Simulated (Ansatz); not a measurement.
## Nudged elastic band, with input and output: BNH$_{4}$

- system: BNH$_{4}$
- method: RKS CAM-B3LYP-D4/def2-SVPD (Ansatz 0.2.0)

It belongs to a series of runs on one base structure; here: band between the two ends. Figures and captions count atoms from 1; the log counts them from 0 in places.

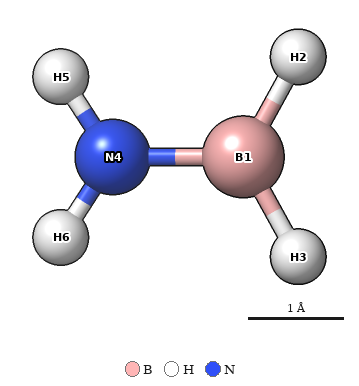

*The structure as given in the input (ball-and-stick view, seen on its broad side; atoms are numbered from 1 in the order of the input).*

Bond lengths as drawn: B–H 1.20 Å, B–N 1.39 Å and H–N 1.01 Å.

Key numbers:

```tsv
quantity	value
outcome	converged
barrier, forward	4.183 eV
barrier, backward	0.578 eV
hardware	2 threads of AMD EPYC (Zen 5), 32 GiB of memory available, shared host
wall time	59 s (CPU time 1.8 min)
peak memory	0.17 GiB
```

Remarks:

The order of the saddle point was not checked.

Input:
```yaml
crystal:
  periodic: [false, false, false]
  atoms:
    - { symbol: B, position_ang: [0.141059, -8.3e-05, 0.081444] }
    - { symbol: H, position_ang: [0.186629, -0.508234, 1.171002] }
    - { symbol: H, position_ang: [1.107457, 0.508259, -0.423626] }
    - { symbol: "N", position_ang: [-1.060229, -0.000115, -0.61225] }
    - { symbol: H, position_ang: [-1.908943, -0.408762, -0.246538] }
    - { symbol: H, position_ang: [-1.167874, 0.408935, -1.529932] }
basis:
  gaussian: { orbitals: def2-SVPD }
hamiltonian:
  xc: cam_b3lyp
  dispersion: d4
neb:
  order_check: false
  images: 5
  f_tol: 0.03
  max_iterations: 60
  final_atoms:
    - { symbol: B, position_ang: [-2.43252951, 0.51196698, 0.09916438] }
    - { symbol: H, position_ang: [1.37977861, -0.61835192, 0.76160945] }
    - { symbol: H, position_ang: [1.68127186, -0.0547302, 0.3466289] }
    - { symbol: "N", position_ang: [-1.38632944, 0.15062284, -0.70746224] }
    - { symbol: H, position_ang: [-0.4451911, 0.00215768, -0.3527646] }
    - { symbol: H, position_ang: [-1.49890142, 0.00833463, -1.70707589] }
  initial_path:
    images:
      - { positions_ang: [[0.141059, -8.3e-05, 0.081444], [0.186629, -0.508234, 1.171002], [1.107457, 0.508259, -0.423626], [-1.060229, -0.000115, -0.61225], [-1.908943, -0.408762, -0.246538], [-1.167874, 0.408935, -1.529932]] }
      - { positions_ang: [[0.09403505, -5.914e-05, 0.05430331], [0.41511087, -0.31237543, 1.14051101], [1.19525044, 0.3123718, -0.21050971], [-1.15424443, -7.111e-05, -0.66651435], [-1.96354408, -0.51925449, -0.35431921], [-1.28850886, 0.51938838, -1.52337105]] }
      - { positions_ang: [[0.04701111, -3.529e-05, 0.02716263], [0.64359275, -0.11651687, 1.11002002], [1.28304389, 0.11648459, 0.00260658], [-1.24825987, -2.722e-05, -0.72077871], [-2.01814515, -0.62974698, -0.46210042], [-1.40914372, 0.62984177, -1.5168101]] }
      - { positions_ang: [[-1.284e-05, -1.143e-05, 2.194e-05], [0.87207462, 0.0793417, 1.07952903], [1.37083733, -0.07940261, 0.21572287], [-1.3422753, 1.666e-05, -0.77504306], [-2.07274623, -0.74023947, -0.56988163], [-1.52977858, 0.74029515, -1.51024916]] }
      - { positions_ang: [[-0.81085173, 0.17064804, 0.03306942], [1.04130929, -0.15322284, 0.97355584], [1.47431551, -0.07117848, 0.25935821], [-1.35696002, 0.05021872, -0.75251612], [-1.53022785, -0.49277375, -0.49750929], [-1.51948619, 0.49630831, -1.57585807]] }
      - { positions_ang: [[-1.62169062, 0.34130751, 0.0661169], [1.21054395, -0.38578738, 0.86758264], [1.57779368, -0.06295434, 0.30299355], [-1.37164473, 0.10042078, -0.72998918], [-0.98770948, -0.24530804, -0.42513694], [-1.50919381, 0.25232147, -1.64146698]] }
      - { positions_ang: [[-2.43252951, 0.51196698, 0.09916438], [1.37977861, -0.61835192, 0.76160945], [1.68127186, -0.0547302, 0.3466289], [-1.38632944, 0.15062284, -0.70746224], [-0.4451911, 0.00215768, -0.3527646], [-1.49890142, 0.00833463, -1.70707589]] }
```

Launched with:
```bash
ansatz run input.yaml --threads 2 --pin off --max-ram 3072MiB --backend cpu --events-out ev --progress --plain --runs-dir out
```

The program's output:
```
Engine: ansatz 0.2.0, x86_64-unknown-linux-gnu
Functional definition: CAM-B3LYP
  parameter alpha = 0.19
  parameter beta = 0.46
  parameter omega = 0.33/bohr
  parameter ac = 0.81
  exchange = (1 - alpha - beta)*b88_x + beta*b88_x_sr(omega) + alpha*exact_x + beta*exact_x_lr(omega)
  correlation = (1 - ac)*vwn5_c + ac*lyp_c
590 factors; their error is unknown
308 factors; integrals over basis functions are off by at most 1.1e-6 eV
mean field evaluation 1: about -2226.1642 eV, gradient 4.2e1 eV
mean field evaluation 2: about -2225.1496 eV, gradient 4.7e1 eV
mean field evaluation 4: about -2229.6791 eV, gradient 9.1e-1 eV
mean field evaluation 8: about -2229.6717 eV, gradient 1.4e-1 eV
mean field -2229.67169624 eV, -81.9389235110 hartree, gradient 1.5e-5 eV, S^2 0.000000; 0 other end points of the search recorded, 0 dependent functions left out
the calculation of the forces begins
reference -2229.67179219 eV, -81.9389270372 hartree; 8, 8 occupied and 64, 64 virtual orbitals, 590 factors
590 factors; their error is unknown
308 factors; integrals over basis functions are off by at most 1.9e-6 eV
mean field evaluation 16: about -2221.1854 eV, gradient 4.9e1 eV
mean field -2226.06455357 eV, -81.8063634628 hartree, gradient 5.7e-6 eV, S^2 0.000000; 0 other end points of the search recorded, 0 dependent functions left out
[... from here on the field's lines of each further geometry are left out, up to the last ...]
NEB iter   1: max|band force component| = 1.407e2 eV/Å  barrier→ = 33.1916 eV  barrier← = 29.5868 eV  Δτ_max = 0.1953 Å  (174 SCF iters)
NEB iter   2: max|band force component| = 7.142e1 eV/Å  barrier→ = 16.2113 eV  barrier← = 12.6065 eV  Δτ_max = 0.2000 Å  (166 SCF iters)
NEB iter   3: max|band force component| = 3.010e1 eV/Å  barrier→ = 8.4432 eV  barrier← = 4.8384 eV  Δτ_max = 0.1945 Å  (169 SCF iters)
NEB iter   4: max|band force component| = 1.334e1 eV/Å  barrier→ = 5.5126 eV  barrier← = 1.9077 eV  Δτ_max = 0.1980 Å  (167 SCF iters)
NEB iter   5: max|band force component| = 4.744e0 eV/Å  barrier→ = 4.7068 eV  barrier← = 1.1020 eV  Δτ_max = 0.2000 Å  (167 SCF iters)
NEB iter   6: max|band force component| = 4.757e0 eV/Å  barrier→ = 4.7263 eV  barrier← = 1.1215 eV  Δτ_max = 0.1991 Å  (160 SCF iters)
NEB iter   7: max|band force component| = 3.405e0 eV/Å  barrier→ = 4.5038 eV  barrier← = 0.8990 eV  Δτ_max = 0.2000 Å  (158 SCF iters)
NEB iter   8: max|band force component| = 7.567e0 eV/Å  barrier→ = 4.8949 eV  barrier← = 1.2900 eV  Δτ_max = 0.0997 Å  (157 SCF iters)
NEB iter   9: max|band force component| = 1.760e0 eV/Å  barrier→ = 4.3798 eV  barrier← = 0.7750 eV  Δτ_max = 0.1985 Å  (156 SCF iters)
NEB iter  10: max|band force component| = 1.232e0 eV/Å  barrier→ = 4.1626 eV  barrier← = 0.5578 eV  Δτ_max = 0.2000 Å  (164 SCF iters)
NEB iter  11: max|band force component| = 8.166e-1 eV/Å  barrier→ = 3.8822 eV  barrier← = 0.2774 eV  Δτ_max = 0.2000 Å  (174 SCF iters)
NEB iter  12: max|band force component| = 1.443e0 eV/Å  barrier→ = 4.3636 eV  barrier← = 0.7588 eV  Δτ_max = 0.1016 Å  (164 SCF iters)
NEB iter  13: max|band force component| = 8.319e-1 eV/Å  barrier→ = 4.3474 eV  barrier← = 0.7425 eV  Δτ_max = 0.0984 Å  (156 SCF iters)
NEB iter  14: max|band force component| = 1.699e0 eV/Å  barrier→ = 4.3108 eV  barrier← = 0.7059 eV  CI = image 1  Δτ_max = 0.1001 Å  (148 SCF iters)
NEB iter  15: max|band force component| = 1.116e0 eV/Å  barrier→ = 4.4276 eV  barrier← = 0.8228 eV  CI = image 1  Δτ_max = 0.2000 Å  (156 SCF iters)
NEB iter  16: max|band force component| = 9.698e-1 eV/Å  barrier→ = 4.3546 eV  barrier← = 0.7498 eV  CI = image 1  Δτ_max = 0.1192 Å  (160 SCF iters)
NEB iter  17: max|band force component| = 8.355e-1 eV/Å  barrier→ = 4.2745 eV  barrier← = 0.6697 eV  CI = image 1  Δτ_max = 0.0599 Å  (147 SCF iters)
NEB iter  18: max|band force component| = 5.515e-1 eV/Å  barrier→ = 4.2180 eV  barrier← = 0.6132 eV  CI = image 1  Δτ_max = 0.1149 Å  (146 SCF iters)
NEB iter  19: max|band force component| = 1.587e0 eV/Å  barrier→ = 4.1860 eV  barrier← = 0.5812 eV  CI = image 1  Δτ_max = 0.0619 Å  (150 SCF iters)
NEB iter  20: max|band force component| = 3.464e-1 eV/Å  barrier→ = 4.1839 eV  barrier← = 0.5791 eV  CI = image 1  Δτ_max = 0.0609 Å  (147 SCF iters)
NEB iter  21: max|band force component| = 1.665e-1 eV/Å  barrier→ = 4.1830 eV  barrier← = 0.5782 eV  CI = image 1  Δτ_max = 0.0158 Å  (148 SCF iters)
NEB iter  22: max|band force component| = 1.094e-1 eV/Å  barrier→ = 4.1828 eV  barrier← = 0.5780 eV  CI = image 1  Δτ_max = 0.0430 Å  (146 SCF iters)
NEB iter  23: max|band force component| = 1.669e-1 eV/Å  barrier→ = 4.1828 eV  barrier← = 0.5780 eV  CI = image 1  Δτ_max = 0.0215 Å  (137 SCF iters)
NEB iter  24: max|band force component| = 7.407e-2 eV/Å  barrier→ = 4.1828 eV  barrier← = 0.5779 eV  CI = image 1  Δτ_max = 0.0431 Å  (139 SCF iters)
NEB iter  25: max|band force component| = 6.819e-2 eV/Å  barrier→ = 4.1828 eV  barrier← = 0.5780 eV  CI = image 1  Δτ_max = 0.0314 Å  (138 SCF iters)
NEB iter  26: max|band force component| = 5.801e-2 eV/Å  barrier→ = 4.1828 eV  barrier← = 0.5780 eV  CI = image 1  Δτ_max = 0.0432 Å  (141 SCF iters)
NEB iter  27: max|band force component| = 2.925e-1 eV/Å  barrier→ = 4.1828 eV  barrier← = 0.5780 eV  CI = image 1  Δτ_max = 0.0216 Å  (138 SCF iters)
NEB iter  28: max|band force component| = 6.192e-2 eV/Å  barrier→ = 4.1828 eV  barrier← = 0.5780 eV  CI = image 1  Δτ_max = 0.0427 Å  (136 SCF iters)
NEB iter  29: max|band force component| = 1.121e-1 eV/Å  barrier→ = 4.1828 eV  barrier← = 0.5780 eV  CI = image 1  Δτ_max = 0.0216 Å  (135 SCF iters)
NEB iter  30: max|band force component| = 5.699e-2 eV/Å  barrier→ = 4.1828 eV  barrier← = 0.5780 eV  CI = image 1  Δτ_max = 0.0240 Å  (136 SCF iters)
NEB iter  31: max|band force component| = 3.148e-2 eV/Å  barrier→ = 4.1828 eV  barrier← = 0.5780 eV  CI = image 1  Δτ_max = 0.0431 Å  (131 SCF iters)
NEB iter  32: max|band force component| = 3.068e-1 eV/Å  barrier→ = 4.1828 eV  barrier← = 0.5780 eV  CI = image 1  Δτ_max = 0.0215 Å  (132 SCF iters)
NEB iter  33: max|band force component| = 1.335e-1 eV/Å  barrier→ = 4.1828 eV  barrier← = 0.5780 eV  CI = image 1  Δτ_max = 0.0428 Å  (132 SCF iters)
NEB iter  34: max|band force component| = 5.117e-2 eV/Å  barrier→ = 4.1828 eV  barrier← = 0.5780 eV  CI = image 1  Δτ_max = 0.0858 Å  (131 SCF iters)
NEB iter  35: max|band force component| = 1.263e-1 eV/Å  barrier→ = 4.1828 eV  barrier← = 0.5780 eV  CI = image 1  Δτ_max = 0.0401 Å  (128 SCF iters)
NEB iter  36: max|band force component| = 4.542e-2 eV/Å  barrier→ = 4.1828 eV  barrier← = 0.5780 eV  CI = image 1  Δτ_max = 0.0177 Å  (134 SCF iters)
NEB iter  37: max|band force component| = 3.013e-2 eV/Å  barrier→ = 4.1828 eV  barrier← = 0.5780 eV  CI = image 1  Δτ_max = 0.0182 Å  (132 SCF iters)
the calculation of the forces begins
reference -2226.04417886 eV, -81.8056147060 hartree; 8, 8 occupied and 64, 64 virtual orbitals, 590 factors
590 factors; their error is unknown
308 factors; integrals over basis functions are off by at most 1.2e-6 eV
mean field evaluation 1472: about -2225.4774 eV, gradient 1.0e-3 eV
mean field -2225.47739086 eV, -81.7847856315 hartree, gradient 8.5e-5 eV, S^2 0.000000; 1 other end points of the search recorded, 0 dependent functions left out
the calculation of the forces begins
reference -2225.47749603 eV, -81.7847894962 hartree; 8, 8 occupied and 64, 64 virtual orbitals, 590 factors
NEB iter  38: max|band force component| = 1.734e-2 eV/Å  barrier→ = 4.1828 eV  barrier← = 0.5780 eV  CI = image 1  Δτ_max = 0.0000 Å  (251 SCF iters)
```

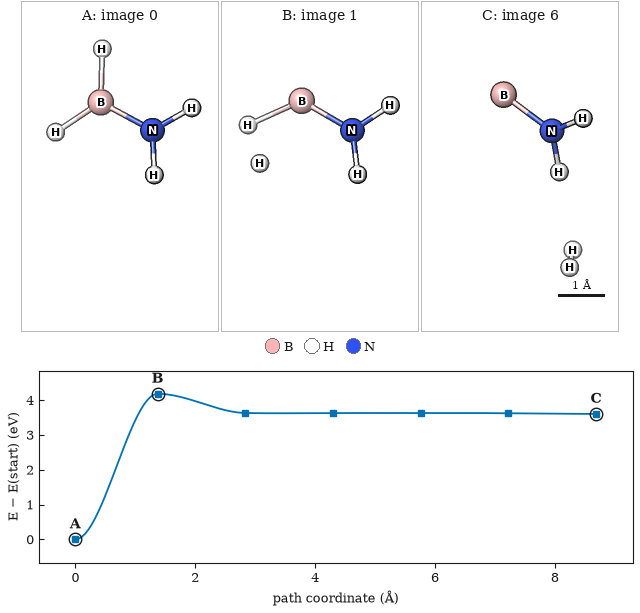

*Images of the last band (counted from 0; ball-and-stick, seen at a tilt) above the energy along the path; the line is a cubic interpolation that uses the forces.*

The highest image is number 1, 4.183 eV above the start and 0.578 eV above the end (the climbing image); the end lies 3.605 eV above the start. The path is 8.69 Å long. The band converged in 38 iterations.

```
Total energy: -2225.52571899 eV, -81.7865616573 hartree
Atom 0 at    -0.385469    -0.322371     0.522775 Å, force    -0.000004     0.000012    -0.000030 eV/Å
Atom 1 at     0.894439    -0.052675     0.687338 Å, force    -0.000010    -0.000003     0.000011 eV/Å
Atom 2 at     0.980240     0.332721    -0.148138 Å, force    -0.000001    -0.000001    -0.000008 eV/Å
Atom 3 at    -1.159974    -0.044239    -0.593891 Å, force     0.000018    -0.000009     0.000038 eV/Å
Atom 4 at    -2.133986    -0.315510    -0.566950 Å, force     0.000002    -0.000008    -0.000003 eV/Å
Atom 5 at    -0.897150     0.402074    -1.461034 Å, force    -0.000005     0.000009    -0.000008 eV/Å
Dipole moment:    -0.117612     0.226768    -0.594841 e Å
this run last wrote the band of iteration 38 to [file]
```

The last band as extended XYZ (Å, eV, eV/Å):
```
6
Properties=species:S:1:pos:R:3:forces:R:3 image=0 energy=-2229.70838
B     0.1411   -0.0001    0.0814    0.0002   0.0006   0.0005
H     0.1866   -0.5082    1.1710    0.0010  -0.0010   0.0025
H     1.1075    0.5083   -0.4236    0.0027   0.0004  -0.0007
N    -1.0602   -0.0001   -0.6122   -0.0072   0.0006  -0.0037
H    -1.9089   -0.4088   -0.2465    0.0020  -0.0002   0.0001
H    -1.1679    0.4089   -1.5299    0.0013  -0.0004   0.0013
6
Properties=species:S:1:pos:R:3:forces:R:3 image=1 energy=-2225.52561
B    -0.3855   -0.3224    0.5228    0.0000   0.0000   0.0000
H     0.8944   -0.0527    0.6873    0.0000   0.0000   0.0000
H     0.9802    0.3327   -0.1481    0.0000   0.0000   0.0000
N    -1.1600   -0.0442   -0.5939    0.0000   0.0000   0.0000
H    -2.1340   -0.3155   -0.5669    0.0000   0.0000   0.0000
H    -0.8972    0.4021   -1.4610    0.0000   0.0000   0.0000
6
Properties=species:S:1:pos:R:3:forces:R:3 image=2 energy=-2226.07625
B    -1.2249   -0.3833    0.7768   -0.0322  -0.0078   0.0095
H     1.3872    0.1384    0.4730    0.0213   0.0065  -0.0110
H     1.7878    0.3568   -0.1397    0.0309   0.0054  -0.0002
N    -1.4786   -0.1087   -0.5420   -0.0230  -0.0058   0.0052
H    -2.4143   -0.1806   -0.9301   -0.0063   0.0023  -0.0122
H    -0.7592    0.1773   -1.1980    0.0093  -0.0006   0.0087
6
Properties=species:S:1:pos:R:3:forces:R:3 image=3 energy=-2226.07792
B    -1.2394    0.0992    0.4878    0.0009   0.0027  -0.0028
H     1.7884    0.0351    0.7624    0.0009  -0.0001   0.0002
H     2.5029    0.0162    0.4916    0.0009   0.0009   0.0010
N    -1.7767   -0.0169   -0.7672   -0.0005  -0.0137   0.0029
H    -2.6576   -0.4920   -0.9414   -0.0020   0.0064  -0.0010
H    -1.3195    0.3585   -1.5931   -0.0003   0.0038  -0.0002
6
Properties=species:S:1:pos:R:3:forces:R:3 image=4 energy=-2226.07702
B    -1.2372    0.6331    0.2661   -0.0012   0.0055  -0.0074
H     1.6922   -0.0161    0.9284    0.0006   0.0000  -0.0001
H     2.3597   -0.3747    0.8297    0.0018   0.0003   0.0020
N    -1.7141    0.0709   -0.8888    0.0039  -0.0108   0.0111
H    -1.7630   -0.9357   -1.0182   -0.0041  -0.0006  -0.0068
H    -2.0395    0.6226   -1.6771   -0.0011   0.0056   0.0012
6
Properties=species:S:1:pos:R:3:forces:R:3 image=5 energy=-2226.08419
B    -1.7502    0.6418    0.3653   -0.0020   0.0017  -0.0043
H     1.3187   -0.0349    0.9804   -0.0044  -0.0015  -0.0013
H     1.8328   -0.4770    0.6305   -0.0049  -0.0027  -0.0053
N    -1.4503    0.0977   -0.8559   -0.0039   0.0089   0.0191
H    -0.6248   -0.4759   -1.0025    0.0081   0.0062  -0.0070
H    -2.0281    0.2483   -1.6777    0.0071  -0.0126  -0.0012
6
Properties=species:S:1:pos:R:3:forces:R:3 image=6 energy=-2226.10357
B    -2.4325    0.5120    0.0992    0.0011  -0.0003  -0.0016
H     1.3798   -0.6184    0.7616    0.0010  -0.0001  -0.0015
H     1.6813   -0.0547    0.3466    0.0001   0.0000   0.0008
N    -1.3863    0.1506   -0.7075   -0.0047   0.0021  -0.0003
H    -0.4452    0.0022   -0.3528    0.0010  -0.0009   0.0014
H    -1.4989    0.0083   -1.7071    0.0015  -0.0007   0.0012
```
